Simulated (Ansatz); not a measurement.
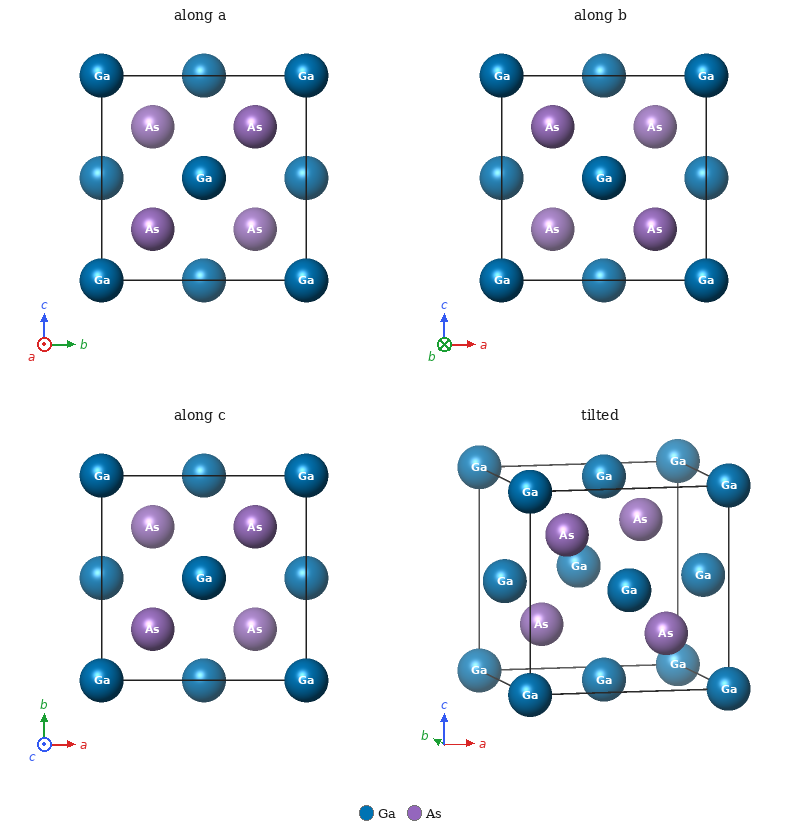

A spheres-only rendering, viewed along the a axis, along the b axis, along the c axis and slightly off an axis. One conventional unit cell is outlined, and atoms on its boundary appear in each equivalent place.

Lattice parameters: a = 5.6662 Å, b = 5.6662 Å, c = 5.6662 Å, α = 90.000°, β = 90.000°, γ = 90.000°.

Express the structure as a CIF with its space group and independent sites.

Answer.
```cif
data_structure
_symmetry_space_group_name_H-M 'F -4 3 m'
_symmetry_Int_Tables_number 216
_cell_length_a 5.6662
_cell_length_b 5.6662
_cell_length_c 5.6662
_cell_angle_alpha 90.000
_cell_angle_beta 90.000
_cell_angle_gamma 90.000
_cell_volume 181.92
loop_
_atom_site_label
_atom_site_type_symbol
_atom_site_symmetry_multiplicity
_atom_site_Wyckoff_symbol
_atom_site_fract_x
_atom_site_fract_y
_atom_site_fract_z
_atom_site_occupancy
Ga1 Ga 4 a 0.0000 0.0000 0.0000 1
As1 As 4 d 0.2500 0.2500 0.7500 1
```

The structure was taken from a structure type filled with these elements by a generator (whether the compound takes this form wasn't checked). Earlier steps of the study may have refined or changed the cell and positions. It went into a calculation with Ansatz.
